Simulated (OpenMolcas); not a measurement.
**Ta⁴⁺ with 6 ligands (chloride): CASSCF and CASPT2 levels and susceptibility**

Which state of Ta⁴⁺ lies lowest among these ligands, how large is the field, and what χT follows?

The numbers are computed with OpenMolcas 26.06 (state-averaged CASSCF and CASPT2, spin-orbit coupling by RASSI with atomic mean-field integrals), except any that are marked as measured or tabulated.

## Step 1: Starting point

```
Species                           : Ta⁴⁺ (tantalum, Z = 73, 69 electrons)
Basis                             : ANO-RCC-VDZP [7s6p4d2f1g], 176 functions with the ligands
Scalar Hamiltonian                : DKH2, point nucleus
Inactive shells                   : 1s 2s 2p 3s 3p 3d 4s 4p 4d 4f 5s 5p of the metal, and all ligand shells
Active space                      : 1 electron in 5 orbitals (5d)
Some configurations of this space : 5d
Orbitals                          : optimised for each spin and parity, averaged over all roots
```

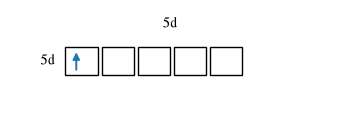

The shells outside the core, filled by Hund's rule for the drawing.

Ta⁴⁺ is taken with 6 ligands (chloride) in trigonal antiprism coordination (D3d) at 2.44 Å, a polar angle of 68.0° against the regular 54.74°. A charge of +0.333 e stands 3.2 Å behind each ligand. Ligand basis ANO-RCC-VDZP. The distances are assumed, not relaxed.

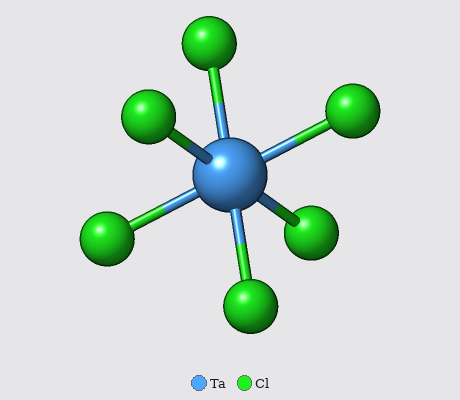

The cluster treated with basis functions (tantalum blue, chlorine green); what lies farther out is not drawn.

```xyz
7

Ta    0.0000    0.0000    0.0000
Cl    0.0000    2.2629    0.9126
Cl   -1.9597   -1.1315    0.9126
Cl    1.9597   -1.1315    0.9126
Cl    0.0000   -2.2629   -0.9126
Cl    1.9597    1.1315   -0.9126
Cl   -1.9597    1.1315   -0.9126
```

The work runs as a chain of OpenMolcas steps in one folder; each step below is one input file. Labels, J, g values, rates, χT and fits are worked out afterwards by a script from the matrices that RASSI stores. The input lists half of the charges; inversion (Group=XYZ) makes the rest.

## Step 2: Basis and integrals

a.inp reads:

```
&GATEWAY
Coord
7

Ta 0.0 0.0 0.0
Cl 0.000000 2.262908 0.912604
Cl -1.959736 -1.131454 0.912604
Cl 1.959736 -1.131454 0.912604
Cl 0.000000 -2.262908 -0.912604
Cl 1.959736 1.131454 -0.912604
Cl -1.959736 1.131454 -0.912604
Basis=Ta.ANO-RCC-VDZP,Cl.ANO-RCC-VDZP
Group=XYZ
NoMove
AngMom=0.0 0.0 0.0
AMFI
RICD
XField
3 Angstrom 0
0.000000 5.230657 2.109462 0.333333
4.529882 -2.615328 2.109462 0.333333
4.529882 2.615328 -2.109462 0.333333
&SEWARD
```

The run is started by

```
> OMP_NUM_THREADS=1 MOLCAS_MEM=2457 MOLCAS_PROJECT=a pymolcas a.inp > a.log
```

## Step 3: Reference wave functions, doublets of even parity, 5 roots

a.inp reads:

```
&RASSCF
FileOrb=start.orb
Symmetry=1
Spin=2
nActEl=1 0 0
Inactive=42 46
Ras2=5 0
CIRoot=5 5 1
SDav=5
CIMx=300
Iter=150 100
PrWF=0.3
OrbListing=Nothing
MaxOrb=0
LevShft=1.0
>>> COPY $Project.JobIph JOB001
```

start.orb holds start orbitals that the driver prepared beforehand, or those of the step before.

## Step 4: RASSI: spin-orbit coupling between the states

a.inp reads:

```
&RASSI
NrOfJobIphs=1 5
1 2 3 4 5
IphNames
JOB001
EJob
SpinOrbit
DIPRint=1.0
SOCoupling=1000.0
Subsets=2
Property=9
'ANGMOM' 1 'ANGMOM' 2 'ANGMOM' 3 'MLTPL  1' 1 'MLTPL  1' 2 'MLTPL  1' 3
'AMFI' 1 'AMFI' 2 'AMFI' 3
SOProperty=3
'ANGMOM' 1 'ANGMOM' 2 'ANGMOM' 3
```

## Step 5: CASPT2: IPEA 0.25, imaginary shift 0.1 (56 orbitals frozen, the lowest in energy)

a.inp reads:

```
>>> COPY JOB001 $Project.JobIph
&CASPT2
Multistate=5 1 2 3 4 5
NoMult
Frozen=29 27
IPEA=0.25
Imaginary=0.1
MaxIter=60
WThr=0.0 0.3 0.05
PrWF=0.5
NoMix
```

(Steps that only read results are left out.)

**Question.** What will these runs give? Wanted: spin-free ground state; first state of the same spin within the active space; lowest level; next level.

The runs gave:

| quantity | value |
| --- | --- |
| method | SS-CASPT2, IPEA 0.25, imaginary shift 0.1 (56 orbitals frozen, the lowest in energy) |
| spin-free ground state | 2A1, 1-fold in its orbital part |
| first state of the same spin within the active space | 2E at 2910 cm⁻¹ |
| lowest level | 2-fold E1/2, g = 0.16, 0.16, 1.19 |
| next level | 3580.9 cm⁻¹ |
| χT at 300 K | 0.07 cm³ K/mol |
| effective moment at 300 K | 0.76 μB |

Cost by method:

| method | time of its own steps | time with the reference |
| --- | --- | --- |
| A. CASSCF | 25 s | 25 s |
| B. SS-CASPT2, IPEA 0.25, imaginary shift 0.1 (56 orbitals frozen, the lowest in energy) | 25 s | 50 s |

Times are of one thread on a shared host.

In words: The spin-free ground state (2A1) is 1-fold and keeps the highest spin of the shell. χT at 300 K is 0.07, against 0.38 cm³ K/mol for the spin alone, so orbital moment lowers it. The frozen orbitals are chosen by energy, so an outer shell of the metal can be frozen while a deeper shell elsewhere is correlated. The bonds are covalent and no ligand orbital is active, so the numbers are rough.
